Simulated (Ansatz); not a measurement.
# Effect of x(N) = 0.25, 8 atoms, Cm on BAs

Base system: BAs in the zinc blende structure (space group F-43m, No. 216; a = 4.809 Å).

The other end (x = 1) is BN in the zinc blende structure (space group F-43m, No. 216): 5.95 Å³/atom, gap 4.46 eV.

One thing is altered: a fraction x = 0.25 of the As sites is given to N, ordered in a cell of 8 atoms (starting symmetry Cm) and fully relaxed.

All numbers come from Ansatz (a first-principles code), PBE, PAW, cutoff 420 eV, no spin-orbit coupling. Settings: 11×11×6 k-points, 0.05 eV Fermi–Dirac smearing, for the changed cell.

```json
[
 {"quantity": "volume per atom", "base": "13.90 Å³", "changed": "11.76 Å³", "shift": "-2.147 Å³"},
 {"quantity": "density", "base": "5.12 g/cm³", "changed": "4.98 g/cm³", "shift": "-0.14 g/cm³"},
 {"quantity": "shortest interatomic distance", "base": "3.935 bohr", "changed": "3.007 bohr", "shift": "-0.928 bohr"},
 {"quantity": "band gap", "base": "1.21 eV", "changed": "zero", "shift": "–"},
 {"quantity": "mixing energy (to 0.01 eV only: unlike meshes or grids)", "base": "–", "changed": "+0.40 eV/atom", "shift": "–"},
 {"quantity": "deviation of the volume from the linear (Vegard-type) interpolation", "base": "–", "changed": "-1.3 %", "shift": "–"},
 {"quantity": "mean first-shell distances", "base": "–", "changed": "As–B 2.060 Å (end compound 2.083 Å), N–B 1.738 Å (end compound 1.570 Å)", "shift": "–"}
]
```

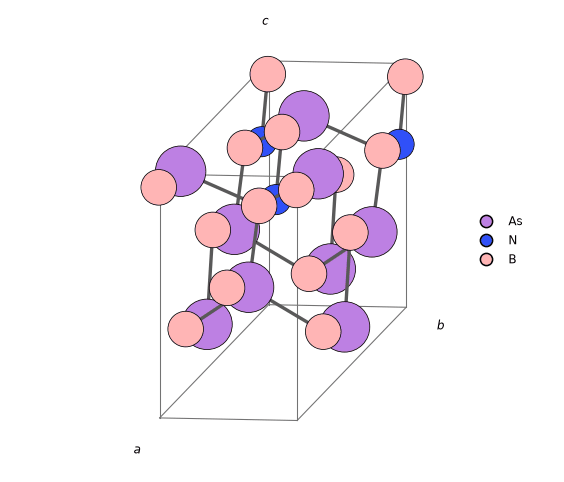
Figure: The relaxed conventional cell after the change

These are small ordered cells, not random alloys; other orderings at the same x differ. No phonon test of stability was made. All final runs are without spin polarisation. The zero or small gap of B4As3N can change with the level of theory.
